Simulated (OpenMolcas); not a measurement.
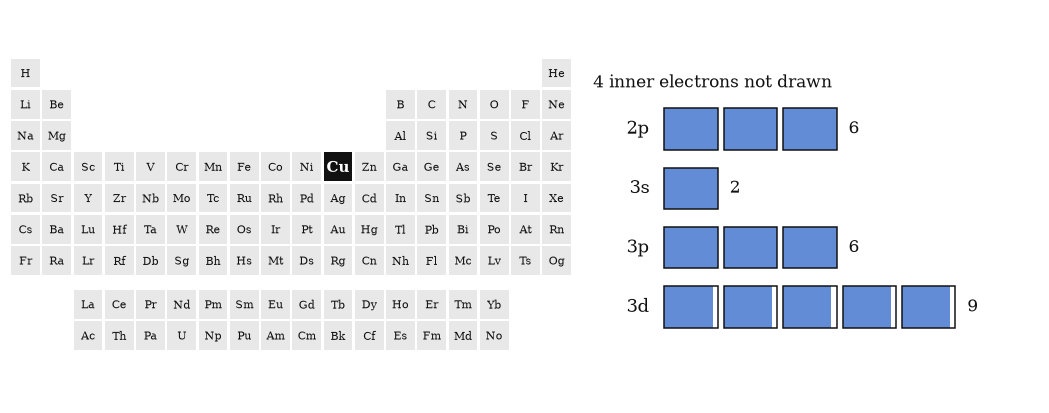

Figure 1. Left, the place of copper in the periodic table; right, the outer shells of the leading configuration of the lowest level: a box for each of the 2l + 1 orbitals, shaded by the share of the shell that is filled, with the electron count at the right.

## Multiconfigurational calculation for Cu²⁺ complex

System: Cu²⁺ with 4 ligands (O; tetrahedron, 1.95 Å), neutralised by 4 outer point charges of +1.5 e, whose field is part of the energies.
Method: state-averaged CASSCF, active space 9 electrons in the shell 3d, basis ANO-RCC-VTZP on the metal and ANO-RCC-VDZP on the ligands, DKH2 scalar Hamiltonian, spin-orbit coupling by RASSI with atomic mean-field integrals (OpenMolcas).

**Input file**
```
&GATEWAY
Coord
5

Cu 0.0 0.0 0.0
O 1.125833 1.125833 1.125833
O 1.125833 -1.125833 -1.125833
O -1.125833 1.125833 -1.125833
O -1.125833 -1.125833 1.125833
Basis=Cu.ANO-RCC-VTZP,O.ANO-RCC-VDZP
Group=NoSym
NoMove
AngMom=0.0 0.0 0.0
AMFI
RICD
XField
4 Angstrom 0
2.511474 2.511474 2.511474 1.500000
2.511474 -2.511474 -2.511474 1.500000
-2.511474 2.511474 -2.511474 1.500000
-2.511474 -2.511474 2.511474 1.500000
&SEWARD
&RASSCF
FileOrb=start.orb
Symmetry=1
Spin=2
nActEl=9 0 0
Inactive=29
Ras2=5
CIRoot=5 5 1
SDav=5
CIMx=300
Iter=150 100
PrWF=0.3
OrbListing=Nothing
MaxOrb=0
LevShft=1.0
>>> COPY $Project.JobIph JOB001
&RASSI
NrOfJobIphs=1 5
1 2 3 4 5
IphNames
JOB001
EJob
SpinOrbit
DIPRint=1.0
SOCoupling=1000.0
Subsets=2
Property=9
'ANGMOM' 1 'ANGMOM' 2 'ANGMOM' 3 'MLTPL  1' 1 'MLTPL  1' 2 'MLTPL  1' 3
'AMFI' 1 'AMFI' 2 'AMFI' 3
SOProperty=3
'ANGMOM' 1 'ANGMOM' 2 'ANGMOM' 3
```

The file start.orb holds starting orbitals from an earlier step. A driver script formed the levels outside the program, from RASSI's spin-orbit matrix and the active-space energies, averaged over the components of each term or state.

Run as:
```bash
OMP_NUM_THREADS=1 MOLCAS_MEM=2457 MOLCAS_PROJECT=a pymolcas a.inp > a.log  # once for each step of the input, in one work folder
```

**The program's output (extracts)**
```
--- SEWARD ---
Basis set label: CU.ANO-RCC...6S5P3D2F1G.

      Electronic valence basis set:
      ------------------
      Associated Effective Charge  29.000000 au
      Associated Actual Charge     29.000000 au
      Nuclear Model: Point charge

      Shell  nPrim  nBasis  Cartesian Spherical Contaminant
         s      21       6        X
         p      15       5        X
         d      10       3                 X
         f       6       2                 X
         g       4       1                 X
                  Relativistic Douglas-Kroll-Hess integrals:
                    - DKH order of Hamiltonian: 2
                    - DKH order of Properties : 0
                  Atomic mean-field integrals
--- RASSCF ---
Wave function specifications:
      -----------------------------

      Number of closed shell electrons          58
      Number of electrons in active shells       9
      Max number of holes in RAS1 space          0
      Max nr of electrons in RAS3 space          0
      Number of inactive orbitals               29
      Number of active orbitals                  5
      Number of secondary orbitals              81
      Spin quantum number                      0.5
      State symmetry                             1
Orbital specifications:
      -----------------------

      Symmetry species                           1
                                                 a
      Frozen orbitals                            0
      Inactive orbitals                         29
      Active orbitals                            5
      RAS1 orbitals                              0
      RAS2 orbitals                              5
      RAS3 orbitals                              0
      Secondary orbitals                        81
      Deleted orbitals                           0
      Number of basis functions                115
      Number of CSFs                             5
      Number of root(s) required                 5
      Iter CI   SX   CI       RASSCF       Energy    max ROT     max BLB   max BLB  Level Ln srch  Step   QN
          iter iter root      energy       change     param      element    value   shift minimum  type update
 Nr of preliminary CI iterations:   1
      Total energies have been shifted. Add                -1000.00 au
        1   1   14    0  -952.74554661    0.00E+00  -8.06E-02   22  99 1 -5.81E-01*  1.61   0.00    SX    NO
        2   1   15    0  -954.33494417   -1.59E+00* -5.44E-02   14  83 1 -2.77E-01*  1.22   0.00    SX    NO
        3   1   15    0  -954.77379412   -4.39E-01* -1.65E-02   14  83 1 -6.74E-02*  1.10   0.00    SX    NO
        4   1   15    0  -954.84467317   -7.09E-02* -7.49E-03   26 107 1  5.39E-02*  1.06   0.00    SX    NO
        5   1   15    0  -954.87069905   -2.60E-02* -9.41E-03   21  98 1  2.64E-02*  1.06   2.50    LS   YES
        6   1   14    0  -954.88980683   -1.91E-02* -1.09E-02    9  54 1 -2.17E-02*  1.07   1.72    QN   YES
        7   1   14    0  -954.90111353   -1.13E-02*  9.72E-03   26 107 1 -2.25E-02*  1.06   1.60    QN   YES
        8   1   13    0  -954.90683208   -5.72E-03*  6.20E-03   26 107 1 -1.78E-02*  1.07   1.54    QN   YES
        9   1   13    0  -954.90911352   -2.28E-03*  2.58E-03   32  41 1 -6.40E-03*  1.07   1.37    QN   YES
       10   1   12    0  -954.90971163   -5.98E-04*  1.31E-03   22  36 1  2.28E-03*  1.08   1.38    QN   YES
       11   1   11    0  -954.90990936   -1.98E-04*  1.12E-03   26 107 1  2.65E-03*  1.08   1.56    QN   YES
       12   1   11    0  -954.90999845   -8.91E-05*  6.55E-04   11  80 1  1.29E-03*  1.08   1.42    QN   YES
       13   1   10    0  -954.91002367   -2.52E-05*  3.04E-04   31  36 1  7.42E-04*  1.08   1.37    QN   YES
       14   1   10    0  -954.91002948   -5.82E-06*  1.87E-04   30  38 1  3.71E-04*  1.08   1.36    QN   YES
       15   1    9    0  -954.91003085   -1.36E-06*  9.47E-05   26 107 1 -1.62E-04*  1.08   1.38    QN   YES
       16   1    8    0  -954.91003117   -3.23E-07*  5.34E-05   11  51 1  4.51E-05   1.08   1.56    LS   YES
       17   1    8    0  -954.91003119   -1.64E-08* -1.71E-05   26 107 1  8.52E-05   1.08   0.62    QN   YES
       18   1    8    0  -954.91003125   -6.68E-08*  1.19E-05   26 107 1  4.29E-05   1.08   1.56    QN   YES
       19   1    7    0  -954.91003128   -2.56E-08* -5.73E-06   22  52 1 -7.93E-06   1.08   1.29    QN   YES
       20   1    6    0  -954.91003128   -3.72E-09  -3.77E-06   30  38 1 -6.71E-06   1.08   1.46    QN   YES
      Convergence after 20 iterations
       21   1    6    0  -954.91003128   -1.15E-09  -3.77E-06   33  37 1 -6.67E-06   1.08   1.46    QN   YES
      Natural orbitals and occupation numbers for root  1
      sym 1:   2.000000   1.000000   2.000000   2.000000   2.000000
      Natural orbitals and occupation numbers for root  2
      sym 1:   2.000000   2.000000   2.000000   1.000000   2.000000
      Natural orbitals and occupation numbers for root  3
      sym 1:   1.000000   2.000000   2.000000   2.000000   2.000000
::    RASSCF root number  1 Total energy:  -1954.91401375
::    RASSCF root number  2 Total energy:  -1954.91401375
::    RASSCF root number  3 Total energy:  -1954.91401375
::    RASSCF root number  4 Total energy:  -1954.90405759
::    RASSCF root number  5 Total energy:  -1954.90405759
--- RASSI ---
SPIN-FREE ENERGIES:
  (Shifted by EMIN (a.u.) =      -1954.9140137470)

 SF State       Relative EMIN(au)   Rel lowest level(eV)    D:o, cm**(-1)

     1             0.0000000000        0.0000000000              0.0000
     2             0.0000000000        0.0000000000              0.0000
     3             0.0000000000        0.0000000000              0.0000
     4             0.0099561595        0.2709209004           2185.1244
     5             0.0099561595        0.2709209004           2185.1244
     Dipole printing threshold changed to   1.00000000E+00

++ Dipole transition strengths (spin-free states):
   -----------------------------------------------
     for osc. strength at least  1.00000000E+00

  ( Max oscillator strength is only    1.1230554469668378E-005 )
--
Eigenvalues of complex Hamiltonian:
   -----------------------------------
  (Shifted by EMIN (a.u.) =      -1954.9140137470)

 SO State       Relative EMIN(au)   Rel lowest level(eV)    D:o, cm**(-1)

     1            -0.0036653988        0.0000000000              0.0000
     2            -0.0036653988        0.0000000000              0.0000
     3            -0.0001835316        0.0947464343            764.1815
     4            -0.0001835316        0.0947464343            764.1815
     5            -0.0001835315        0.0947464366            764.1815
     6            -0.0001835315        0.0947464366            764.1815
     7             0.0119723904        0.4255259240           3432.0980
     8             0.0119723904        0.4255259240           3432.0980
     9             0.0119723904        0.4255259219           3432.0980
    10             0.0119723904        0.4255259219           3432.0980
Weights of the five most important spin-orbit-free states for each spin-orbit state.

 SO State  Total energy (au)           Spin-free states, spin, and weights
 -------------------------------------------------------------------------------------------------------
    1        -0.003665       1 0.5  0.3333    2 0.5  0.3333    3 0.5  0.3333    5 0.5  0.0000    4 0.5  0.0000
    2        -0.003665       1 0.5  0.3333    2 0.5  0.3333    3 0.5  0.3333    5 0.5  0.0000    4 0.5  0.0000
    3        -0.000184       3 0.5  0.5121    2 0.5  0.2886    5 0.5  0.0830    4 0.5  0.0829    1 0.5  0.0334
    4        -0.000184       3 0.5  0.5121    2 0.5  0.2886    5 0.5  0.0830    4 0.5  0.0829    1 0.5  0.0334
    5        -0.000184       1 0.5  0.5227    2 0.5  0.2675    4 0.5  0.0830    5 0.5  0.0829    3 0.5  0.0440
    6        -0.000184       1 0.5  0.5227    2 0.5  0.2675    4 0.5  0.0830    5 0.5  0.0829    3 0.5  0.0440
    7         0.011972       4 0.5  0.4172    5 0.5  0.4169    3 0.5  0.1016    2 0.5  0.0577    1 0.5  0.0065
    8         0.011972       5 0.5  0.4174    4 0.5  0.4167    3 0.5  0.1016    2 0.5  0.0577    1 0.5  0.0065
    9         0.011972       5 0.5  0.4172    4 0.5  0.4169    1 0.5  0.1041    2 0.5  0.0528    3 0.5  0.0089
   10         0.011972       4 0.5  0.4174    5 0.5  0.4167    1 0.5  0.1041    2 0.5  0.0528    3 0.5  0.0089
 -------------------------------------------------------------------------------------------------------
```

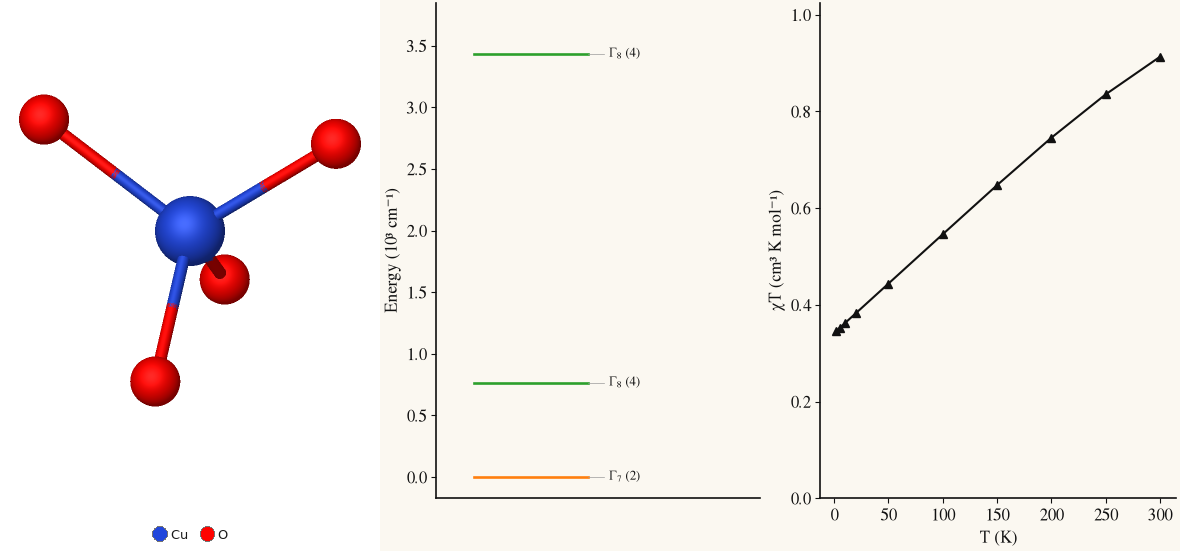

Figure 2. Cu²⁺ (3d⁹) with 4 ligands, O²⁻, at 1.95 Å (arrangement: tetrahedron, Td), neutralised by outer point charges of +1.5 e, and its levels and susceptibility. Labels give the representation in O, Td, D4 or D3 as the site allows (double group for half-integer spin) where it could be assigned and, in brackets, the degeneracy; spin-free states, where drawn, share the zero of the spin-orbit levels. Powder susceptibility by Van Vleck's formula. The ground level is Γ₇, a Kramers doublet, 100 % from states of spin multiplicity 2. Its principal g values are 1.91, 1.91 and 1.91, isotropic. The next level lies at 764 cm⁻¹ (Γ₈). χT is 0.346 cm³ K mol⁻¹ at 2 K and 0.913 at 300 K, an effective moment of 2.70 μB. The active orbitals hold 96 to 98 % metal character (Löwdin), and the Mulliken charge of the metal is +1.56.

**Summary**

- outcome: converged
- energy of the lowest spin-free term: −1954.91401 hartree
- energy of the lowest spin-orbit level: −1954.91768 hartree
- largest spread among components of a term: 0.0 cm⁻¹
- hardware: 1 thread of Arm Neoverse V2, 24 GiB of memory available, shared host
- wall time: 13 s
- peak memory: 0.2 GiB

**Remarks**

Without dynamic correlation the splittings between terms come out too large, often by 20 to 50 %. Limits: bare point charges leave oxide and sulfide ligands too diffuse, field too small; distances are set from ionic radii, not optimised.
